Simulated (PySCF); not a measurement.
**C4H6ClF: a tour of settings**

Aim: see how C4H6ClF (`C=C[C@](C)(F)Cl`) answers to the choice of functional, basis, grid and SCF options.

Programs: PySCF 2.14.0, with density-fitted response routines of our own. Each step states its level of theory. These are calculated values for one molecule, in the gas phase or a continuum, unless marked as measured. Atoms are numbered from 0 throughout.

## 1. The starting structure

12 atoms, charge 0, multiplicity 1; geometry from: GFN2-xTB.

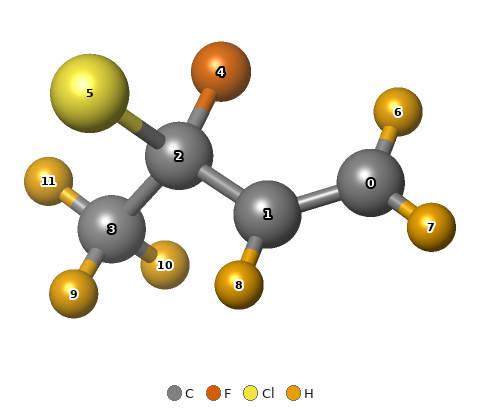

As it starts; carbon grey, fluorine orange, chlorine yellow, hydrogen amber, atoms numbered.

## 2. Nuclear shieldings: HF/6-31G

The job: settings as JSON, then the geometry in Å.

```
{"job": {"kind": "nmr", "xc": "HF", "basis": "6-31G", "pop": false}, "charge": 0, "multiplicity": 1}
C      2.004063    -0.162923    -0.240173
C      0.759328    -0.592966    -0.147615
C     -0.343625     0.171499     0.511289
C     -1.588823     0.317841    -0.343049
F      0.081310     1.411834     0.897889
Cl    -0.775893    -0.708440     2.039677
H      2.301203     0.794615     0.153354
H      2.767423    -0.752794    -0.716104
H      0.454677    -1.555727    -0.530153
H     -1.975610    -0.660648    -0.609705
H     -1.333719     0.868361    -1.246952
H     -2.349136     0.868662     0.205515
```

Level: GIAO HF/6-31G NMR shielding, non-relativistic, gas phase.

Started as:

```sh
OMP_NUM_THREADS=1 python probes_run.py task.json out
```

The driver reads the jobs from task.json and runs them one after another.

What it wrote:

```text
final grid: 100416 points
cycle   1  E = -713.6186947704  dE =  1.217e+00  |g| = 6.596e-01  |ddm| = 3.018e+00
cycle   2  E = -713.7157197668  dE = -9.702e-02  |g| = 4.097e-01  |ddm| = 1.293e+00
cycle   3  E = -713.7512775787  dE = -3.556e-02  |g| = 5.423e-02  |ddm| = 4.672e-01
cycle   4  E = -713.7524996394  dE = -1.222e-03  |g| = 1.874e-02  |ddm| = 1.267e-01
cycle   5  E = -713.7526124515  dE = -1.128e-04  |g| = 3.940e-03  |ddm| = 3.178e-02
cycle   6  E = -713.7526222510  dE = -9.799e-06  |g| = 9.572e-04  |ddm| = 1.283e-02
cycle   7  E = -713.7526228012  dE = -5.503e-07  |g| = 2.813e-04  |ddm| = 2.704e-03
cycle   8  E = -713.7526228438  dE = -4.251e-08  |g| = 7.686e-05  |ddm| = 6.949e-04
cycle   9  E = -713.7526228463  dE = -2.523e-09  |g| = 2.113e-05  |ddm| = 1.667e-04
cycle  10  E = -713.7526228465  dE = -1.855e-10  |g| = 5.862e-06  |ddm| = 4.072e-05
converged SCF energy = -713.7526228465

GIAO shielding tensors (ppm)
atom      isotropic    diamagn.    paramagn.     s11        s22        s33       span
  0 C       86.640     256.321    -169.682    -33.963     94.391    199.491    233.454
  1 C       69.451     257.124    -187.673    -55.685     97.965    166.072    221.756
  2 C      103.769     238.880    -135.111     84.679     97.301    129.326     44.647
  3 C      176.193     247.120     -70.928    158.315    165.489    204.774     46.459
  4 F      358.450     477.393    -118.944    279.285    367.400    428.665    149.380
  5 Cl     725.079    1145.614    -420.535    506.472    610.132   1058.633    552.161
  6 H       26.979      31.126      -4.147     23.136     25.468     32.334      9.199
  7 H       27.521      29.868      -2.346     24.323     26.974     31.268      6.945
  8 H       27.197      30.760      -3.563     25.312     26.150     30.129      4.817
  9 H       31.774      29.909       1.865     28.086     29.948     37.287      9.200
 10 H       31.528      29.619       1.909     27.072     29.363     38.148     11.076
 11 H       31.092      30.226       0.866     27.016     29.312     36.947      9.931
```

Wall time 3.5 s (1 thread of Arm Neoverse N1, shared host); peak memory 0.37 GiB.

The references, computed at this level on geometries of the same kind, shield at (ppm): ¹H TMS 33.69, ¹³C TMS 208.5, ¹⁹F CFCl3 248.7. Their shielding less the atom's gives the shift. The references are single molecules in the gas phase, so shifts against H2O, NH3, PH3, H3PO4 or CFCl3 are not on the usual liquid scales and can be off by tens of ppm. Atoms listed in one row are averaged.

```csv
atoms,environment,σ (ppm),δ (ppm)
C1,alkene CH,69.5,139.0
C0,terminal =CH2 carbon,86.6,121.9
C2,allylic fully substituted sp3 carbon bonded to Cl and F,103.8,104.7
C3,methyl carbon,176.2,32.3
H6,hydrogen on a terminal =CH2 carbon,26.98,6.71
H8,hydrogen on an alkene CH,27.20,6.49
H7,hydrogen on a terminal =CH2 carbon,27.52,6.17
"H9, H10, H11",hydrogen on a methyl carbon,31.46,2.22
F4,fluorine on an sp3 carbon,358.4,-109.7
Cl5,chlorine bonded to C,725,–
```

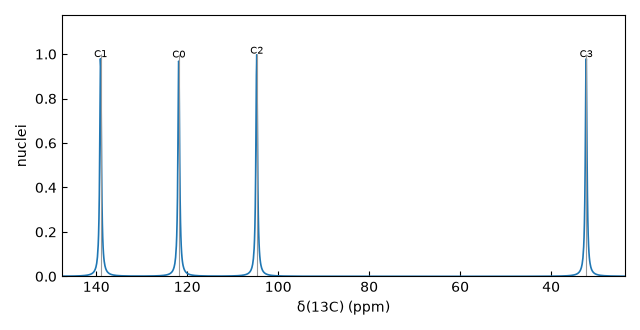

¹³C lines at the computed shifts, without couplings. Lines are broadened to a width of 0.43 ppm (Lorentzian).

## 3. Shielding tensors: PBE0/pcSseg-1

Settings changed since step 2:

```diff
@@ -1,2 +1,2 @@
-{"job": {"kind": "nmr", "xc": "HF", "basis": "6-31G", "pop": false}, "charge": 0, "multiplicity": 1}
+{"job": {"kind": "nmr", "xc": "PBE0", "basis": "pcSseg-1", "pop": false}, "charge": 0, "multiplicity": 1}
 C      2.004063    -0.162923    -0.240173
```

With the program's defaults for keys left out, this is: GIAO PBE0/pcSseg-1 NMR shielding, non-relativistic, gas phase.

What it wrote:

```text
coarse grid: 10776 points
cycle   1  E = -715.4559882127  dE =  6.470e-01  |g| = 6.141e-01  |ddm| = 2.962e+00
cycle   2  E = -715.3847997398  dE =  7.119e-02  |g| = 9.047e-01  |ddm| = 1.008e+00
cycle   3  E = -715.5309969856  dE = -1.462e-01  |g| = 1.038e-01  |ddm| = 6.323e-01
cycle   4  E = -715.5332993828  dE = -2.302e-03  |g| = 3.786e-02  |ddm| = 1.094e-01
cycle   5  E = -715.5336054726  dE = -3.061e-04  |g| = 1.379e-02  |ddm| = 3.544e-02
cycle   6  E = -715.5336503279  dE = -4.486e-05  |g| = 2.219e-03  |ddm| = 1.090e-02
cycle   7  E = -715.5336513731  dE = -1.045e-06  |g| = 7.719e-04  |ddm| = 2.633e-03
final grid: 100416 points
cycle   8  E = -715.5757664499  dE = -3.410e-05  |g| = 7.403e-03  |ddm| = 2.160e-02
cycle   9  E = -715.5757613178  dE =  5.132e-06  |g| = 9.079e-03  |ddm| = 1.228e-02
cycle  10  E = -715.5757784548  dE = -1.714e-05  |g| = 1.416e-03  |ddm| = 7.070e-03
cycle  11  E = -715.5757787747  dE = -3.199e-07  |g| = 3.366e-04  |ddm| = 1.182e-03
cycle  12  E = -715.5757787974  dE = -2.270e-08  |g| = 1.169e-04  |ddm| = 3.049e-04
cycle  13  E = -715.5757788006  dE = -3.209e-09  |g| = 2.906e-05  |ddm| = 1.096e-04
cycle  14  E = -715.5757788008  dE = -1.903e-10  |g| = 6.244e-06  |ddm| = 2.707e-05
converged SCF energy = -715.5757788008

GIAO shielding tensors (ppm)
atom      isotropic    diamagn.    paramagn.     s11        s22        s33       span
  0 C       65.162     252.637    -187.475    -46.995     64.697    177.785    224.780
  1 C       39.768     258.049    -218.282    -79.571     61.053    137.821    217.392
  2 C       68.189     238.755    -170.566     42.870     64.286     97.410     54.540
  3 C      152.795     248.622     -95.827    133.904    141.496    182.985     49.080
  4 F      306.755     475.257    -168.503    232.073    309.435    378.756    146.683
  5 Cl     596.720    1146.761    -550.041    328.836    449.013   1012.310    683.474
  6 H       25.724      30.672      -4.948     22.129     24.318     30.724      8.595
  7 H       26.092      28.863      -2.771     23.507     25.326     29.443      5.935
  8 H       25.557      31.473      -5.915     22.960     24.804     28.907      5.947
  9 H       29.959      29.519       0.441     26.642     28.231     35.006      8.364
 10 H       29.962      29.587       0.376     26.171     27.619     36.098      9.927
 11 H       29.382      28.828       0.554     26.026     27.742     34.379      8.352
```

Run time: 17 s. Hardware: 1 thread of Arm Neoverse N1, shared host; peak memory 0.7 GiB.

In short: δ C1 147.2, C0 121.8, C2 118.7, C3 34.1, H8 6.16, H6 5.99 ppm.

## 4. Ultraviolet spectrum: PBE0/def2-SVPD

Settings changed since step 3:

```diff
@@ -1,2 +1,2 @@
-{"job": {"kind": "nmr", "xc": "PBE0", "basis": "pcSseg-1", "pop": false}, "charge": 0, "multiplicity": 1}
+{"job": {"kind": "uv", "xc": "PBE0", "basis": "def2-SVPD", "nstates": 1, "ntriplets": 0, "tda": false}, "charge": 0, "multiplicity": 1}
 C      2.004063    -0.162923    -0.240173
```

With the program's defaults for keys left out, this is: TDDFT PBE0/def2-SVPD, vertical, gas phase, core orbitals frozen in the response.

What it wrote:

```text
coarse grid: 10776 points
cycle   1  E = -715.1567163070  dE =  5.942e-01  |g| = 5.763e-01  |ddm| = 5.032e+00
cycle   2  E = -715.0918573760  dE =  6.486e-02  |g| = 8.406e-01  |ddm| = 2.081e+00
cycle   3  E = -715.2259776881  dE = -1.341e-01  |g| = 1.024e-01  |ddm| = 1.308e+00
cycle   4  E = -715.2283307015  dE = -2.353e-03  |g| = 3.287e-02  |ddm| = 2.286e-01
cycle   5  E = -715.2285629585  dE = -2.323e-04  |g| = 1.344e-02  |ddm| = 6.187e-02
cycle   6  E = -715.2286072142  dE = -4.426e-05  |g| = 1.985e-03  |ddm| = 2.028e-02
cycle   7  E = -715.2286080907  dE = -8.765e-07  |g| = 6.000e-04  |ddm| = 4.074e-03
final grid: 100416 points
cycle   8  E = -715.3107448083  dE = -2.762e-05  |g| = 6.988e-03  |ddm| = 9.440e-02
cycle   9  E = -715.3107389731  dE =  5.835e-06  |g| = 9.038e-03  |ddm| = 2.410e-02
cycle  10  E = -715.3107562194  dE = -1.725e-05  |g| = 1.271e-03  |ddm| = 1.355e-02
cycle  11  E = -715.3107565413  dE = -3.219e-07  |g| = 2.329e-04  |ddm| = 2.077e-03
cycle  12  E = -715.3107565524  dE = -1.105e-08  |g| = 1.089e-04  |ddm| = 5.238e-04
cycle  13  E = -715.3107565553  dE = -2.957e-09  |g| = 2.282e-05  |ddm| = 1.927e-04
cycle  14  E = -715.3107565554  dE = -1.238e-10  |g| = 5.687e-06  |ddm| = 5.031e-05
converged SCF energy = -715.3107565554

Static polarisability (au): isotropic 65.104, principal 55.004 61.330 78.977

Singlet excitations
state   eV       nm        f      main configurations
  1   6.4632    191.8   0.07271   H->L 0.48, H-1->L 0.40
```

Wall time 22 s (1 thread of Arm Neoverse N1, shared host); peak memory 0.73 GiB.

The orbitals next to the gap, with their largest atomic shares:

```csv
orbital,eV,atoms
HOMO−3,-10.20,"Cl5 18 %, F4 16 %, C1 15 %"
HOMO−2,-9.10,"Cl5 74 %, C2 7 %, F4 7 %"
HOMO−1,-8.82,"Cl5 68 %, C2 10 %, C3 8 %"
HOMO,-8.10,"C0 33 %, C1 33 %, Cl5 22 %"
LUMO,-0.73,"C0 28 %, C1 23 %, Cl5 22 %"
LUMO+1,0.69,"C3 17 %, C1 14 %, C0 13 %"
LUMO+2,0.91,"Cl5 37 %, C2 18 %, C1 12 %"
```

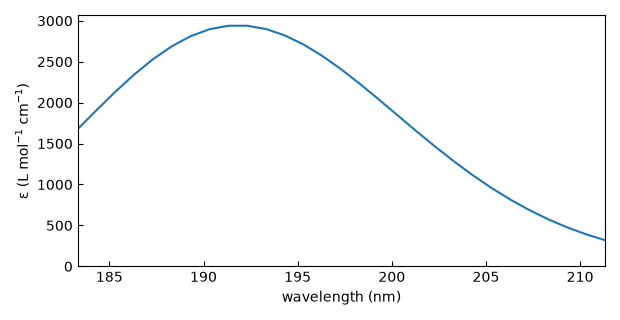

Absorption spectrum: each of the 1 states is a Gaussian band of 0.4 eV half-width at 1/e. Beyond the last state computed it falls off for lack of states.

Further results of this job:

```csv
property,computed
dipole moment (D),2.35
polarisability (Å³),9.65
HOMO–LUMO gap (eV),7.37
−ε(HOMO) (eV),8.10
```

## 5. Shielding tensors: wB97X/aug-pcSseg-1

Settings changed since step 4:

```diff
@@ -1,2 +1,2 @@
-{"job": {"kind": "uv", "xc": "PBE0", "basis": "def2-SVPD", "nstates": 1, "ntriplets": 0, "tda": false}, "charge": 0, "multiplicity": 1}
+{"job": {"kind": "nmr", "xc": "wB97X", "basis": "aug-pcSseg-1", "pop": true}, "charge": 0, "multiplicity": 1}
 C      2.004063    -0.162923    -0.240173
```

Level: GIAO wB97X/aug-pcSseg-1 NMR shielding, non-relativistic, gas phase.

What it wrote:

```text
coarse grid: 10776 points
cycle   1  E = -715.8107368753  dE =  8.703e-01  |g| = 6.665e-01  |ddm| = 5.288e+00
cycle   2  E = -715.8140477384  dE = -3.311e-03  |g| = 7.519e-01  |ddm| = 2.118e+00
cycle   3  E = -715.9104585350  dE = -9.641e-02  |g| = 5.789e-02  |ddm| = 1.079e+00
cycle   4  E = -715.9111252249  dE = -6.667e-04  |g| = 3.213e-02  |ddm| = 2.102e-01
cycle   5  E = -715.9113516688  dE = -2.264e-04  |g| = 5.935e-03  |ddm| = 6.328e-02
cycle   6  E = -715.9113642918  dE = -1.262e-05  |g| = 1.709e-03  |ddm| = 2.922e-02
cycle   7  E = -715.9113656449  dE = -1.353e-06  |g| = 7.432e-04  |ddm| = 7.972e-03
final grid: 100416 points
cycle   8  E = -715.9635896538  dE = -1.302e-04  |g| = 6.538e-03  |ddm| = 2.854e-01
cycle   9  E = -715.9635925222  dE = -2.868e-06  |g| = 6.027e-03  |ddm| = 3.285e-02
cycle  10  E = -715.9635974397  dE = -4.917e-06  |g| = 8.056e-04  |ddm| = 5.759e-03
cycle  11  E = -715.9635975589  dE = -1.192e-07  |g| = 3.711e-04  |ddm| = 3.026e-03
cycle  12  E = -715.9635975861  dE = -2.716e-08  |g| = 4.746e-05  |ddm| = 8.414e-04
cycle  13  E = -715.9635975870  dE = -9.659e-10  |g| = 2.387e-05  |ddm| = 2.392e-04
converged SCF energy = -715.9635975870

GIAO shielding tensors (ppm)
atom      isotropic    diamagn.    paramagn.     s11        s22        s33       span
  0 C       66.529     272.299    -205.771    -49.582     68.709    180.458    230.040
  1 C       40.579     249.984    -209.405    -83.226     64.024    140.940    224.165
  2 C       72.234     222.448    -150.214     47.248     65.830    103.624     56.376
  3 C      155.068     264.143    -109.075    136.437    143.598    185.169     48.732
  4 F      307.391     475.046    -167.654    229.804    306.888    385.483    155.679
  5 Cl     595.327    1148.569    -553.242    320.388    443.990   1021.603    701.215
  6 H       25.694      29.913      -4.219     22.125     24.313     30.644      8.519
  7 H       26.216      28.658      -2.442     23.728     25.425     29.496      5.768
  8 H       25.405      32.748      -7.343     22.818     24.604     28.792      5.974
  9 H       29.901      29.329       0.572     26.399     28.221     35.081      8.682
 10 H       29.989      29.336       0.652     26.194     27.717     36.055      9.861
 11 H       29.469      29.415       0.054     26.016     28.108     34.283      8.268
```

Run time: 49 s. Hardware: 1 thread of Arm Neoverse N1, shared host; peak memory 0.98 GiB.

Key values: δ C1 149.5, C0 123.5, C2 117.8, C3 35.0, H8 6.36, H6 6.07 ppm.

## 6. Spin-spin couplings: X3LYP/3-21G in acetone

Settings changed since step 5:

```diff
@@ -1,2 +1,2 @@
-{"job": {"kind": "nmr", "xc": "wB97X", "basis": "aug-pcSseg-1", "pop": true}, "charge": 0, "multiplicity": 1}
+{"job": {"kind": "j", "xc": "X3LYP", "basis": "3-21G", "solvent": "acetone", "scf": {"guess": "huckel"}}, "charge": 0, "multiplicity": 1}
 C      2.004063    -0.162923    -0.240173
```

Method: X3LYP/3-21G indirect spin-spin coupling, non-relativistic, IEF-PCM acetone.

What it wrote:

```text
final grid: 100416 points
cycle   1  E = -704.2245746238  dE =  5.287e+00  |g| = 6.003e+00  |ddm| = 9.794e+00
cycle   2  E = -695.3555500646  dE =  8.869e+00  |g| = 6.695e+00  |ddm| = 1.828e+01
cycle   3  E = -711.8204006200  dE = -1.646e+01  |g| = 1.282e+00  |ddm| = 1.624e+01
cycle   4  E = -711.9001305508  dE = -7.973e-02  |g| = 1.349e+00  |ddm| = 3.230e+00
cycle   5  E = -712.3064684885  dE = -4.063e-01  |g| = 8.355e-02  |ddm| = 1.639e+00
cycle   6  E = -712.3071263507  dE = -6.579e-04  |g| = 5.729e-02  |ddm| = 1.370e-01
cycle   7  E = -712.3078816848  dE = -7.553e-04  |g| = 8.162e-03  |ddm| = 6.838e-02
cycle   8  E = -712.3078961997  dE = -1.451e-05  |g| = 2.566e-03  |ddm| = 1.114e-02
cycle   9  E = -712.3078977990  dE = -1.599e-06  |g| = 4.607e-04  |ddm| = 3.599e-03
cycle  10  E = -712.3078978554  dE = -5.641e-08  |g| = 1.874e-04  |ddm| = 8.746e-04
cycle  11  E = -712.3078978634  dE = -7.991e-09  |g| = 5.003e-05  |ddm| = 2.019e-04
cycle  12  E = -712.3078978639  dE = -5.192e-10  |g| = 1.673e-05  |ddm| = 5.447e-05
converged SCF energy = -712.3078978639

Indirect spin-spin couplings (Hz)
  i      j    bonds     total        FC       PSO       DSO        SD
  0 C    1 C    1     60.469    67.118    -6.842     0.193         -
  0 C    2 C    2     -2.575    -2.640     0.051     0.014         -
  0 C    3 C    3      2.110     2.065     0.105    -0.060         -
  0 C    4 F    3      2.906     3.747    -1.000     0.093     0.066
  0 C    6 H    1    119.533   118.496     0.235     0.803         -
  0 C    7 H    1    121.392   120.425     0.261     0.707         -
  0 C    8 H    2     -5.546    -3.885    -1.194    -0.467         -
  0 C   11 H    4      1.170     1.393     0.147    -0.370         -
  1 C    2 C    1     41.810    42.749    -1.293     0.354         -
  1 C    3 C    2      0.692     0.740    -0.086     0.038         -
  1 C    4 F    2     18.775    19.388    -1.437     0.108     0.716
  1 C    6 H    2     -7.318    -5.506    -1.443    -0.369         -
  1 C    7 H    2     -4.018    -2.284    -1.310    -0.423         -
  1 C    8 H    1    123.065   121.601     0.354     1.110         -
  1 C    9 H    3      0.999     0.923    -0.064     0.140         -
  1 C   10 H    3      0.865     0.739    -0.006     0.132         -
  1 C   11 H    3      4.073     4.314     0.146    -0.387         -
  2 C    3 C    1     35.697    36.293    -0.909     0.313         -
  2 C    4 F    1   -287.564  -287.949    -9.258     1.402     8.242
  2 C    6 H    3      5.570     5.507    -0.048     0.110         -
  2 C    7 H    3      8.683     8.896     0.135    -0.348         -
  2 C    8 H    2      6.461     6.442    -0.125     0.143         -
  2 C    9 H    2     -1.047    -1.160    -0.068     0.181         -
  2 C   10 H    2     -1.469    -1.638    -0.004     0.173         -
  2 C   11 H    2     -5.843    -5.899    -0.107     0.163         -
  3 C    4 F    2     17.686    18.832    -1.804     0.071     0.587
  3 C    6 H    4     -0.884    -0.761     0.107    -0.230         -
  3 C    7 H    4     -0.815    -0.662     0.128    -0.281         -
  3 C    8 H    3      1.088     0.990     0.014     0.084         -
  3 C    9 H    1    105.095   103.190     1.023     0.882         -
  3 C   10 H    1    104.758   102.852     1.031     0.875         -
  3 C   11 H    1    106.434   104.532     1.003     0.898         -
  4 F    6 H    4      2.965     2.456    -1.076     1.494     0.091
  4 F    7 H    4      1.476     2.272     0.598    -1.273    -0.121
  4 F    8 H    3      6.933     8.773     0.096    -1.838    -0.099
  4 F    9 H    3     22.811    24.507     0.189    -1.807    -0.078
  4 F   10 H    3      2.594     1.122     1.563     0.132    -0.223
  4 F   11 H    3      4.114     3.715     0.422     0.281    -0.305
  6 H    7 H    2     -4.850    -3.133     1.453    -3.169         -
  6 H    8 H    3     11.163    13.606     0.589    -3.033         -
  6 H    9 H    5     -0.757     0.032     0.491    -1.280         -
  6 H   10 H    5     -0.243    -0.008     0.072    -0.307         -
  6 H   11 H    5     -1.004    -0.258     0.425    -1.171         -
  7 H    8 H    3      8.916     9.565    -0.157    -0.492         -
  7 H    9 H    5     -0.473     0.065     0.343    -0.881         -
  7 H   10 H    5     -0.508    -0.037     0.254    -0.725         -
  7 H   11 H    5     -0.798     0.069     0.535    -1.402         -
  8 H    9 H    4      1.223     0.238    -0.527     1.512         -
  8 H   11 H    4     -0.502     0.303     0.665    -1.469         -
  9 H   10 H    2    -13.670   -12.557     1.066    -2.179         -
  9 H   11 H    2    -13.480   -12.460     1.072    -2.092         -
 10 H   11 H    2    -13.446   -12.402     1.041    -2.085         -
```

Run time: 12 s. Hardware: 1 thread of Arm Neoverse N1, shared host; peak memory 0.54 GiB.

This basis has no tight s functions, so the Fermi-contact terms are rough.

A choice of the couplings up to four bonds, sorted by the number of bonds, with means over like pairs; isotopes 13C, 19F, 1H:

```csv
pair,bonds,J (Hz),Fermi contact (Hz),dihedral (°)
C2–F4,1,-287.6,-287.9,–
C1–H8,1,123.1,121.6,–
C0–H7,1,121.4,120.4,–
C0–H6,1,119.5,118.5,–
C3–H9,1,105.4,103.5,–
C0–C1,1,60.5,67.1,–
C1–C2,1,41.8,42.7,–
C2–C3,1,35.7,36.3,–
C1–F4,2,18.8,19.4,–
C3–F4,2,17.7,18.8,–
H9–H10,2,-13.5,-12.5,–
C1–H6,2,-7.3,-5.5,–
C2–H8,2,6.5,6.4,–
C0–H8,2,-5.5,-3.9,–
H6–H7,2,-4.8,-3.1,–
C1–H7,2,-4.0,-2.3,–
C2–H9,2,-2.8,-2.9,–
H6–H8,3,11.2,13.6,-179
F4–H9,3,9.8,9.8,–
H7–H8,3,8.9,9.6,1
C2–H7,3,8.7,8.9,179
F4–H8,3,6.9,8.8,-176
C2–H6,3,5.6,5.5,-1
C0–F4,3,2.9,3.7,5
C0–C3,3,2.1,2.1,129
C1–H9,3,2.0,2.0,–
F4–H6,4,3.0,2.5,–
F4–H7,4,1.5,2.3,–
```

The spin-dipole term was solved for some atoms only; pairs without it lack that part.

The response was solved for the nuclei of C, F, H alone, so couplings that need other nuclei can be missing.

Quadrupole couplings from the field gradients of the same density:

```csv
atom,isotope,eQq/h (MHz),η
Cl5,35Cl,-61.1,0.04
```

Joined with the shifts from before (HF/6-31G, unscaled), the couplings predict the line list below for 400 MHz. Couplings to quadrupolar nuclei are left out.

¹H NMR δ 6.71 (ddd, J = 11.2, 4.8, 3.0 Hz, 1H), 6.49 (ddd, J = 11.2, 8.9, 6.9 Hz, 1H), 6.17 (ddd, J = 8.9, 4.8, 1.5 Hz, 1H), 2.22 (d, J = 9.8 Hz, 3H).

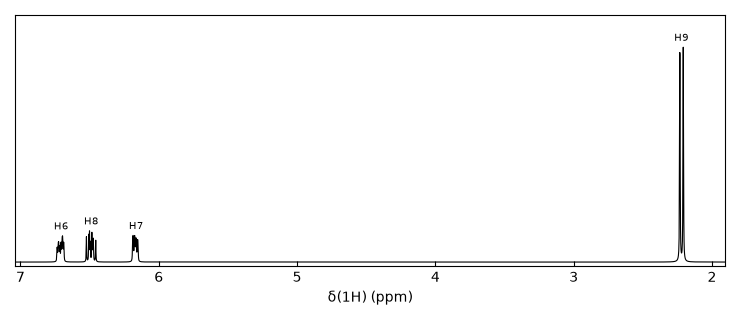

Simulated proton spectrum at 400 MHz, by exact diagonalisation of each spin system; lines 1.2 Hz wide, exchangeable protons uncoupled.

## 7. Comparing the runs: NMR shifts

Shifts (ppm) of some atoms, chosen among heavy atoms and hydrogens apart, with basis size and wall time:

```csv
run,C1,C0,C2,C3,H6,H7,F4,functions,time
HF/6-31G,139.0,121.9,104.7,32.3,6.71,6.17,-109.7,70,3.5 s
PBE0/pcSseg-1,147.2,121.8,118.7,34.1,5.99,5.62,-135.8,139,17 s
wB97X/aug-pcSseg-1,149.5,123.5,117.8,35.0,6.07,5.55,-124.1,217,49 s
```

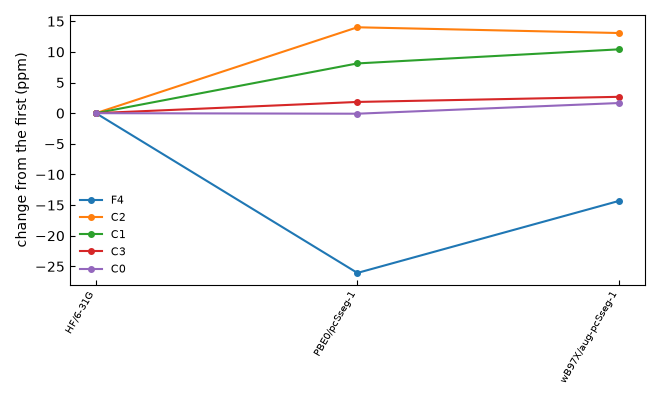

How five of the tabulated atoms move from run to run.

## 8. Summary of results

| quantity | value |
| --- | --- |
| ¹³C shifts against TMS (HF/6-31G) | 139.0, 121.9, 104.7, 32.3 ppm |
| ¹H shifts against TMS (HF/6-31G, means over atoms taken as alike) | 6.71, 6.49, 6.17, 2.22 ppm |
| ¹⁹F shifts against CFCl3 (HF/6-31G) | -109.7 ppm |
| shieldings of Cl (HF/6-31G) | Cl5 725.1 ppm |
| lowest singlet (PBE0/def2-SVPD) | 6.46 eV (192 nm), f = 0.073 |
| largest coupling of the table (X3LYP/3-21G) | ¹J(C,F) C2–F4, -287.6 Hz |
| range of the shift of F4 | -135.8 to -109.7 ppm |

Single values in the summary come from the first run of each kind that ended normally (HF/6-31G; PBE0/def2-SVPD; X3LYP/3-21G), which need not be the best level. At HF/6-31G: Shielding is most anisotropic at Cl5 (span 552 ppm, paramagnetic term -421 ppm). The first singlet state (HOMO→LUMO 0.48, HOMO−1→LUMO 0.40) lies at 6.46 eV and is bright. Of the pairs tabulated at X3LYP/3-21G, C2–F4 couples most strongly (-287.6 Hz; Fermi contact -287.9 Hz). Couplings across rotatable bonds belong to this one conformer; where others are populated, the observed values are averages. Among the atoms with a shift in every run: In ppm, F4 moves most: its shift spreads over 26.1 ppm, from -135.8 (PBE0/pcSseg-1) to -109.7 (HF/6-31G). Couplings from bases without tight functions are rough.
